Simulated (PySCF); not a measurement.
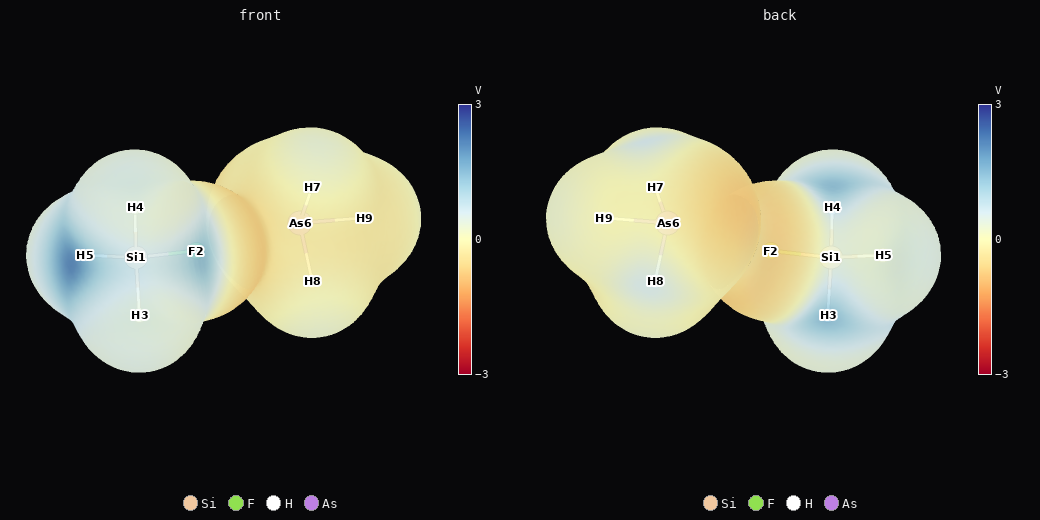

FH3Si···AsH3. The electrostatic potential painted on the density surface at 0.002 e/bohr³, seen from the front and from behind; the colour scale runs from red (negative) to blue (positive).

Geometry: PBE0-D3(BJ)/def2-SVPD.

Level of theory: PBE0-D3(BJ)/def2-TZVPD, SCF density, gas phase (PySCF).

```
atom    x (Å)    y (Å)    z (Å)
  Si  -0.3625   0.2169  -0.3568
   F   1.1159  -0.3168   0.1200
   H  -0.9180   1.0424   0.7482
   H  -0.1730   1.0254  -1.5904
   H  -1.2100  -0.9762  -0.6186
  As   3.9205  -1.8980   0.7189
   H   4.2154  -0.7038  -0.1790
   H   3.5474  -0.9997   1.8903
   H   5.3752  -1.9854   1.1750
```

Q: Where is the surface potential most negative and most positive?

A: The most negative region (about −0.8 V) lies over As6, the most positive (about +2.0 V) over Si1.
